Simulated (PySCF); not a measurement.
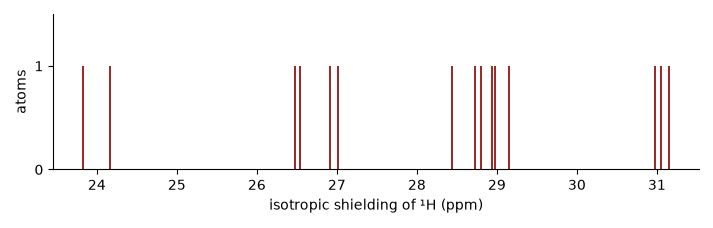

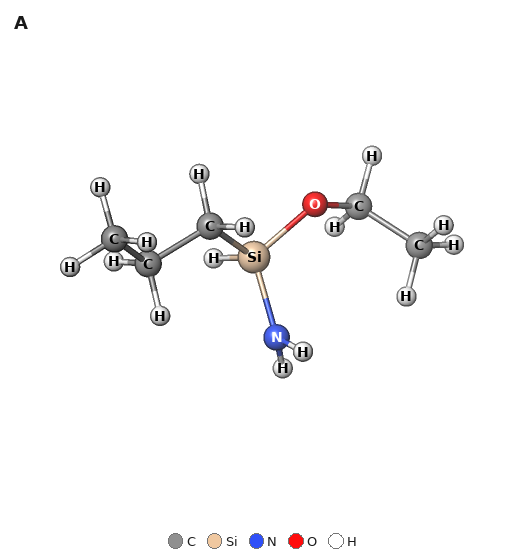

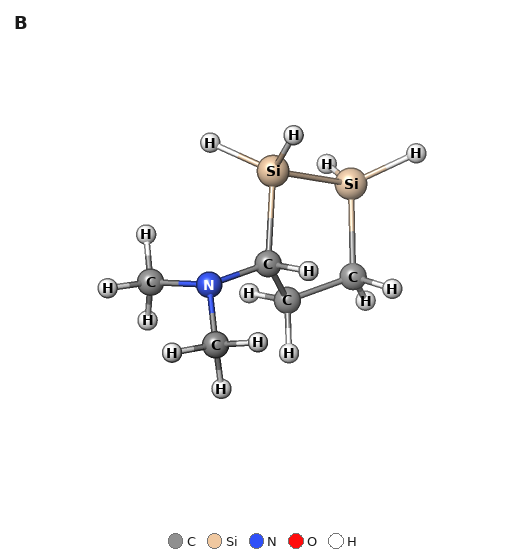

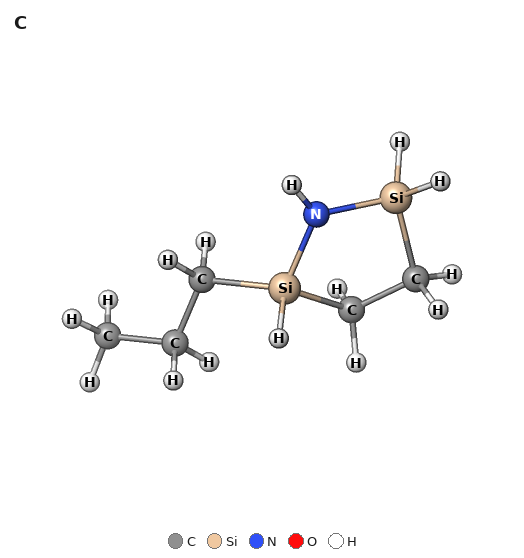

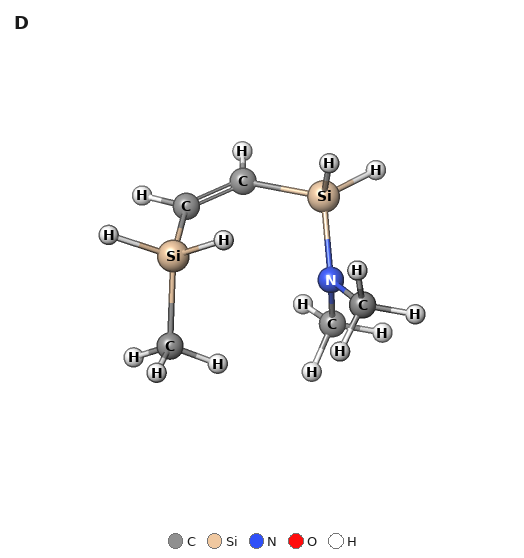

The sticks are computed shieldings of one of the molecules, for one fixed geometry (PBE0-D3(BJ)/def2-SVP) without averaging over rotations. Low shielding means a high chemical shift. Method: GIAO PBE0/pcSseg-1 NMR shielding, non-relativistic, gas phase (PySCF 2.14.0).

Question: Which molecule gives this pattern?

Answer: D, `C[SiH2]/C=C\[SiH2]N(C)C`. Its 15 H atoms give lines at 23.82, 24.17, 26.48, 26.54, 26.91, 27.01, 28.44, 28.72, 28.80, 28.94, 28.98, 29.16, 30.97, 31.05, 31.16 ppm.
